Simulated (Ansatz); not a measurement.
**Fields on a plane of TlHg (CsCl type)**

```yaml
crystal:
  lattice:
    - [3.74889, 0.00000, 0.00000]
    - [0.00000, 3.74889, 0.00000]
    - [0.00000, 0.00000, 3.74889]
  atoms:
    - { symbol: Tl, position: [0.50000, 0.50000, 0.50000] }
    - { symbol: Hg, position: [0.00000, 0.00000, 0.00000] }
```

The slice is a {110} plane (indices of the conventional cell) through the point (0.000, 0.000, 0.000) (fractional), spanned by u = [100] and v = [011] in vectors of this cell: u (3.75 Å) and v (5.30 Å, at 90° to u). It covers one period; positions are fractions (u, v).

Atoms on it: Tl at (0.50, 0.50); Hg at (0.00, 0.00).

Computed with PBEsol (plane waves to 420 eV, PAW, scalar-relativistic; Ansatz, an electronic-structure program). k mesh 12×12×12. Near the nuclei the fields are pseudised (PAW); where an atom keeps semicore shells as valence, they peak there. Spin-orbit coupling is left out, though Hg and Tl are heavy. TlHg was relaxed with its symmetry unable to fall.

```
v \ u  0.00  0.12  0.24  0.35  0.47  0.59  0.71  0.82  0.94
-----  ----  ----  ----  ----  ----  ----  ----  ----  ----
0.88    0.7   0.4  -0.3  -0.8  -1.1  -1.0  -0.6   0.0   0.6
0.75   -0.7  -0.7  -0.8  -0.8  -0.7  -0.7  -0.8  -0.8  -0.7
0.62   -1.1  -1.0  -0.5   0.1   0.4   0.3  -0.2  -0.8  -1.1
0.50   -1.1  -0.8  -0.2   0.5   0.9   0.8   0.2  -0.5  -1.1
0.38   -1.1  -1.0  -0.5   0.1   0.4   0.3  -0.2  -0.8  -1.1
0.25   -0.7  -0.7  -0.8  -0.8  -0.7  -0.7  -0.8  -0.8  -0.7
0.12    0.7   0.4  -0.3  -0.8  -1.1  -1.0  -0.6   0.0   0.6
0.00    1.2   1.0   0.2  -0.7  -1.1  -0.9  -0.3   0.7   1.2
```

Values: log₁₀ of the valence density in e/Å³. The scale is logarithmic, as a density can span decades between atoms and voids.

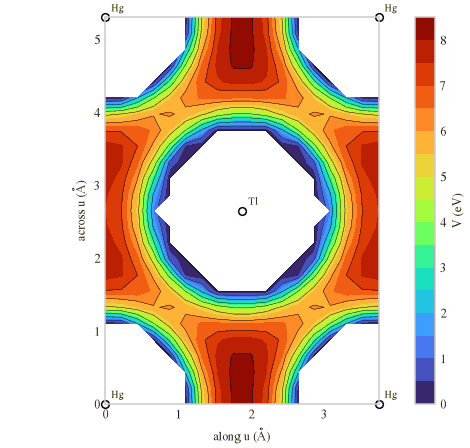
Figure: Electrostatic potential energy of an electron, from the cell's mean, in eV, one period of the plane, atoms marked. Points within 1 Å of a nucleus are left white, as the pseudised field means little there. Values under 0 eV are set to 0. The zero, the cell's mean, hangs on the PAW cores.

The density on the Tl–Hg line (3.25 Å) at its midpoint is 0.15 e/Å³. The ELF at that point is 0.2.
